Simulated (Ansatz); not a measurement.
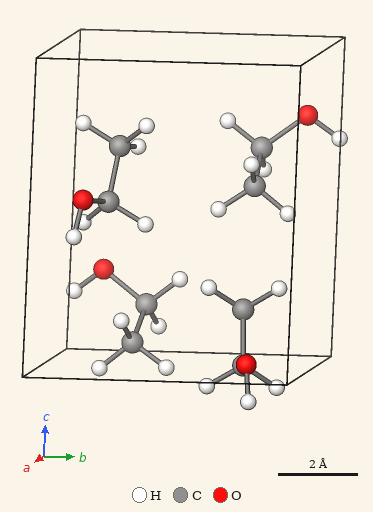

A crystal of H6C2O (set up in Pc), before the relaxation. Style: ball-and-stick. Shown: the cell of the calculation, slightly off an axis.

Case: relaxed again at another level of theory.

Level of theory: Ansatz, DFT r2SCAN, scalar-relativistic, plane waves, PAW.

Input file:
```yaml
crystal:
  lattice:
    - [5.4037936678, 0.0, 0.0214098514]
    - [0.0, 6.8518775634, 0.0]
    - [-1.7208889704, 0.0, 7.9322104182]
  atoms:
    - { symbol: H, position: [0.9519679687, 0.011701554, 0.1775792451] }
    - { symbol: H, position: [0.9519679687, 0.988298446, 0.6775792451] }
    - { symbol: H, position: [0.9131805679, 0.1571971404, 0.4355201891] }
    - { symbol: H, position: [0.9131805679, 0.8428028596, 0.9355201891] }
    - { symbol: H, position: [0.4866849951, 0.1215555038, 0.4428609179] }
    - { symbol: H, position: [0.4866849951, 0.8784444962, 0.9428609179] }
    - { symbol: H, position: [0.5768530468, 0.3710709934, 0.4499203874] }
    - { symbol: H, position: [0.5768530468, 0.6289290066, 0.9499203874] }
    - { symbol: H, position: [0.6397919145, 0.3693019285, 0.763920038] }
    - { symbol: H, position: [0.6397919145, 0.6306980715, 0.263920038] }
    - { symbol: H, position: [0.5597395999, 0.1169627849, 0.7599180317] }
    - { symbol: H, position: [0.5597395999, 0.8830372151, 0.2599180317] }
    - { symbol: H, position: [0.327719533, 0.2901353407, 0.6695539447] }
    - { symbol: H, position: [0.327719533, 0.7098646593, 0.1695539447] }
    - { symbol: H, position: [0.0381945267, 0.4223971453, 0.2312299619] }
    - { symbol: H, position: [0.0381945267, 0.5776028547, 0.7312299619] }
    - { symbol: H, position: [0.8214432117, 0.314211164, 0.062307527] }
    - { symbol: H, position: [0.8214432117, 0.685788836, 0.562307527] }
    - { symbol: H, position: [0.1836899146, 0.1568024174, 0.9596866796] }
    - { symbol: H, position: [0.1836899146, 0.8431975826, 0.4596866796] }
    - { symbol: H, position: [0.4006820311, 0.2666844712, 0.1296324278] }
    - { symbol: H, position: [0.4006820311, 0.7333155288, 0.6296324278] }
    - { symbol: H, position: [0.2151667492, 0.4145063225, 0.9702151819] }
    - { symbol: H, position: [0.2151667492, 0.5854936775, 0.4702151819] }
    - { symbol: C, position: [0.0078342489, 0.2950206861, 0.1472139084] }
    - { symbol: C, position: [0.0078342489, 0.7049793139, 0.6472139084] }
    - { symbol: C, position: [0.6057509527, 0.2321813929, 0.5202468494] }
    - { symbol: C, position: [0.6057509527, 0.7678186071, 0.0202468494] }
    - { symbol: C, position: [0.529274458, 0.2538789208, 0.6882990857] }
    - { symbol: C, position: [0.529274458, 0.7461210792, 0.1882990857] }
    - { symbol: C, position: [0.2139592511, 0.2818672796, 0.0459597931] }
    - { symbol: C, position: [0.2139592511, 0.7181327204, 0.5459597931] }
    - { symbol: O, position: [0.0037043648, 0.1274532154, 0.2523754801] }
    - { symbol: O, position: [0.0037043648, 0.8725467846, 0.7523754801] }
    - { symbol: O, position: [0.8680626653, 0.1783342831, 0.5476603512] }
    - { symbol: O, position: [0.8680626653, 0.8216657169, 0.0476603512] }
basis:
  ecutwfc: 500
kpoints:
  mp_grid: { grid: [4, 4, 4] }
hamiltonian:
  xc: r2scan
scf:
  occupations: { method: gaussian, width: 0.02 }
output:
  forces: true
  stress: true
  eigenvalues: true
relax:
  adjacent_minimum: "off"
  f_tol: 0.02
  max_steps: 50
  cell: { stress_tol: 0.03 }
```

Launched with:
```bash
ansatz run input.yaml --threads 8 --pin off --max-ram 16384MiB --backend cpu --events-out ev --progress --plain --runs-dir out
```

What does the optimiser find from here?

Answer. The energy falls by 1.2 meV per atom in 12 accepted moves (13 points after the start). The largest force component goes from 0.39 to 0.0053 eV/Å. The pressure goes from −1.48 to 0.02 GPa. The SCF was repeated once at an unchanged geometry on a basis and grid sized afresh for the cell, which shifted the energy by 0.1 meV per atom at most. The largest moves relative to the cell, 0.25 Å, are those of H21 and H22. H22 goes along +b. By element the largest moves are H 0.25 Å, C 0.10 Å, O 0.10 Å. The drawn cell changes as follows: a 5.404 → 5.344 Å (−1.1 %), b 6.852 → 6.959 Å (+1.6 %), c 8.117 → 8.228 Å (+1.4 %), β 102.0° → 102.4°; the volume changes by +1.7 %. Among the contacts that change: H1–O33 1.003 → 0.988 Å, C25–O33 1.434 → 1.426 Å, H10–C30 1.098 → 1.092 Å, H17–C25 1.104 → 1.097 Å. The space group stays Pc (No. 7).

After the run, drawn alike:

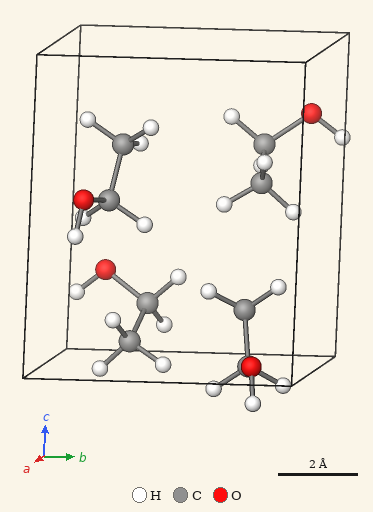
